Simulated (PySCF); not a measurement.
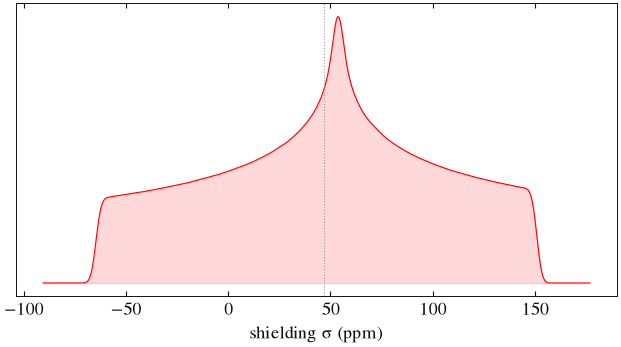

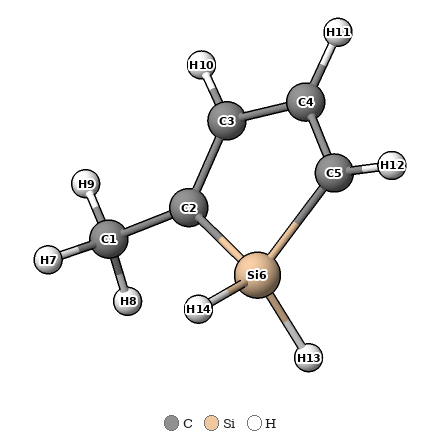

Static powder pattern (¹³C) from GIAO shielding tensors of C₅H₈Si, SMILES CC1=CC=C[SiH2]1, PBE0/cc-pVDZ, PySCF, at a PBE0-D3(BJ)/def2-SVP geometry (no frequency check); absolute shielding, one fixed geometry of the isolated molecule without any motion, no dipolar terms. The dotted line is the isotropic value; skew is 3(σiso − σ22)/span.

Question: The pattern belongs to C4. Give the principal values, span and skew.

Answer: C4: σ11, σ22, σ33 = −65, 54, 151 ppm, isotropic 47, span 216 ppm, skew −0.10.
